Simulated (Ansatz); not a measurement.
H7NSi2

```yaml
atoms:
  - { symbol: Si, position_ang: [-0.0295, 0.0660, 0.0961] }
  - { symbol: N, position_ang: [0.0258, -0.2652, 1.8087] }
  - { symbol: H, position_ang: [-0.8483, -0.4430, 2.2920] }
  - { symbol: H, position_ang: [0.6278, 0.3084, 2.3891] }
  - { symbol: Si, position_ang: [2.1569, -0.0035, -0.7641] }
  - { symbol: H, position_ang: [2.7395, -1.3711, -0.6737] }
  - { symbol: H, position_ang: [2.1646, 0.4129, -2.1960] }
  - { symbol: H, position_ang: [3.0536, 0.9264, -0.0165] }
  - { symbol: H, position_ang: [-0.6517, 1.3704, -0.3063] }
  - { symbol: H, position_ang: [-0.8614, -1.0014, -0.5257] }
```

The calculation used RKS B3LYP/6-31G* in Ansatz.

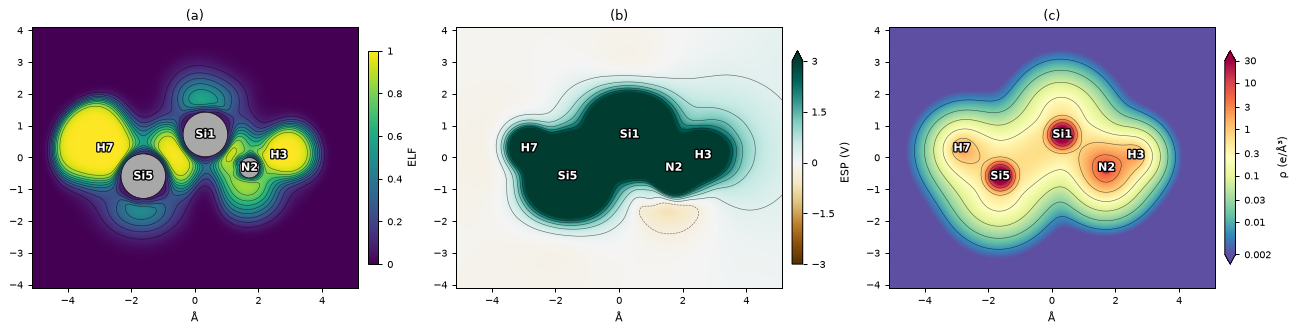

Figure 1. (a) ELF; (b) molecular electrostatic potential; (c) electron density on the plane of atoms Si1, Si5 and H7. Grey discs cover the atomic cores in the ELF map.

Question: What does the map show?

Answer: Atoms in the plane: Si, N and H.
Si–N (1.75 Å): ρ at the midpoint is about 1 e/Å³; the ELF peaks at about 0.90 between the atoms; a shared but strongly polarised pair.
Si–Si (2.35 Å): ρ is about 0.64 e/Å³ halfway; the ELF peaks at about 1 between the atoms: a shared electron pair.
N–H (1.01 Å): ρ at the midpoint is about 2.8 e/Å³; the ELF climbs to about 1 towards the hydrogen, as it does in any bond to H (an ordinary covalent bond to hydrogen).
Si–H (1.49 Å): the density is about 0.76 e/Å³ at the midpoint; the ELF climbs to about 1 towards the hydrogen.
Outside the dense part of the molecule the potential is most negative (−0.7 V) near N2.

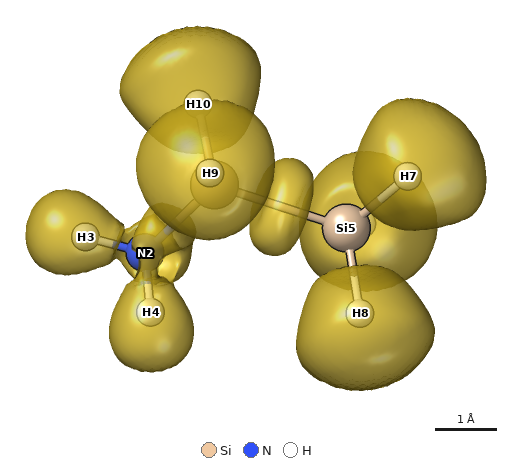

Figure 2. Isosurface of the ELF at 0.8 (yellow), seen at a tilt. Only the valence region is drawn (cores and ρ < 0.01 e/Å³ removed).

Question: Where are the electrons localised?

Answer: The ELF exceeds this value in one region between bonded Si–Si atoms (shared pairs), five regions around hydrogen nuclei and one joined region spread over several atoms (H, N), in which their bonds and any lone pairs are merged.

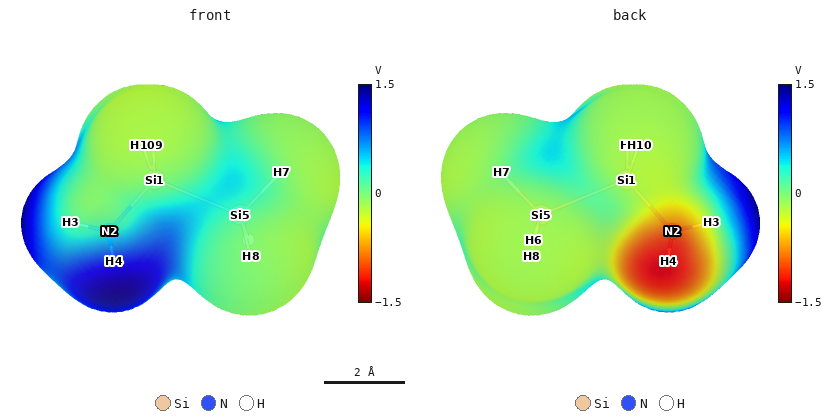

Figure 3. The electrostatic potential painted on the density surface at 0.001 e/bohr³, seen from the front and from behind; red is negative and blue positive.

Question: Where is the surface potential most negative and most positive?

Answer: The most negative region (about −1.2 V) lies over N2, the most positive (about +1.4 V) over H3 and H4. N2 is the likeliest acceptor of a hydrogen bond.

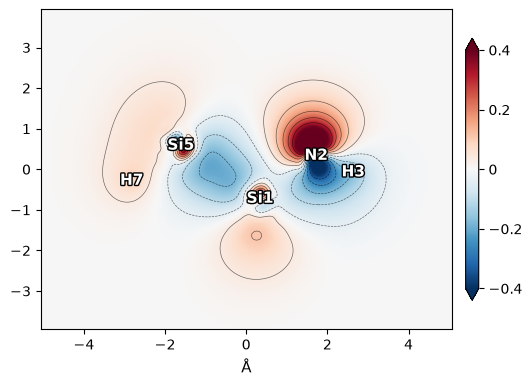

Figure 4. The HOMO on the plane of atoms N2, Si1 and Si5 (values in Å⁻³ᐟ²; the overall sign is arbitrary).

Question: Describe this orbital and give its energy.

Answer: Its weight (Hirshfeld) is mainly on N2 (about 60 %), Si1 (about 15 %), H9 (about 10 %) and Si5 (about 5 %). Its energy is −6.85 eV.
